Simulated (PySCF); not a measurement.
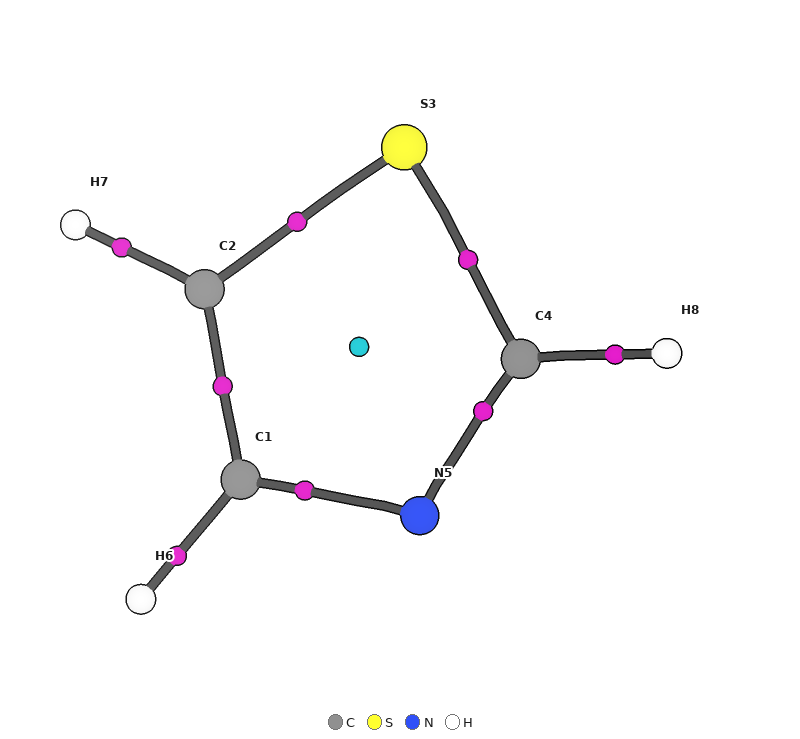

Figure. C$_{3}$H$_{3}$NS, SMILES `c1cscn1`. Molecular graph of the electron density (QTAIM): bond paths, bond critical points (magenta), ring points (cyan, if any); weak paths are dashed.

Level of theory: PBE0/def2-SVPD (PySCF), at a geometry from GFN2-xTB. No frequency check shows the geometry to be a minimum. GFN2-xTB bond lengths at metals and heavier atoms can be off by up to 0.1 Å and shapes distorted, which carries into these values.

Input

```python
import numpy as np
from pyscf import gto, scf, dft
from pyscf.scf import atom_ks, atom_hf
from scipy.linalg import block_diag

def solve(mol, dm0=None, hcore=None):
    mf = (dft.UKS if mol.spin else dft.RKS)(mol, xc='pbe0')
    mf.grids.level = 3
    mf = mf.density_fit(auxbasis='def2-universal-jkfit')
    mf.conv_tol, mf.max_cycle = 1e-8, 80
    if hcore is not None:
        mf.get_hcore = lambda *args: hcore
    mf.kernel(dm0)
    if not mf.converged:
        mf = mf.newton().run(mf.mo_coeff, mf.mo_occ, max_cycle=30)
    assert mf.converged, 'SCF not converged'
    return mf

mol = gto.M(atom='''
C      1.28997    -0.58378     0.00000
C      0.08185    -1.20557     0.00000
S     -1.18573    -0.04469     0.00000
C      0.03252     1.19448     0.00000
N      1.23931     0.76835     0.00000
H      2.24771    -1.07109     0.00000
H     -0.13666    -2.25366     0.00000
H     -0.24055     2.23053     0.00000
''', basis='def2-svpd', charge=0, spin=0, verbose=4)
mf = solve(mol)
mf.analyze()
# spherically averaged free atoms, for the promolecule
atm = atom_ks.get_atm_nrks(mol, xc='pbe0')
pro = block_diag(*[(atm[a[0]][2] * atm[a[0]][3]) @ atm[a[0]][2].T for a in mol._atom])
np.savez('result.npz', e=mf.e_tot, c=mf.mo_coeff, occ=mf.mo_occ, eps=mf.mo_energy, pro=pro, dip=mf.dip_moment(verbose=0), s2=mf.spin_square()[0])
```

Command:

```sh
OMP_NUM_THREADS=1 python input.py
```

The run took 8.4 s on 1 thread of Intel(R) Xeon(R) 6975P-C (Granite Rapids) (shared host), peak memory 0.51 GiB.

Partitions, critical points and surface values were worked out afterwards from this run's density.

Question: How many critical points of each kind are there, and does the count close?

Answer: 8 nuclei, 8 bond, 1 ring and 0 cage critical points: 8 − 8 + 1 − 0 = 1, as the Poincaré–Hopf relation requires.

Question: What does the calculation give at each kind of bond critical point?

Answer:
| bond | length (Å) | ρ (a.u.) | ∇²ρ (a.u.) | ε | H (a.u.) |
| --- | --- | --- | --- | --- | --- |
| C4–N5 | 1.280 | 0.381 | −0.89 | 0.24 | −0.684 |
| C1–N5 | 1.353 | 0.330 | −0.99 | 0.10 | −0.533 |
| C1–C2 | 1.359 | 0.324 | −0.82 | 0.35 | −0.328 |
| C4–H8 | 1.071 | 0.292 | −1.18 | 0.04 | −0.331 |
| C1–H6 | 1.075 | 0.290 | −1.15 | 0.03 | −0.324 |
| C2–H7 | 1.071 | 0.287 | −1.13 | 0.03 | −0.321 |
| C2–S3 | 1.719 | 0.216 | −0.47 | 0.21 | −0.183 |
| S3–C4 | 1.738 | 0.210 | −0.43 | 0.23 | −0.172 |

Question: What kind of interaction is S3–C4?

Answer: Shared-shell (covalent): ρ = 0.210, ∇²ρ = −0.43, H = −0.172 a.u. Its ellipticity of 0.23 shows that the density isn't cylindrical about the bond.
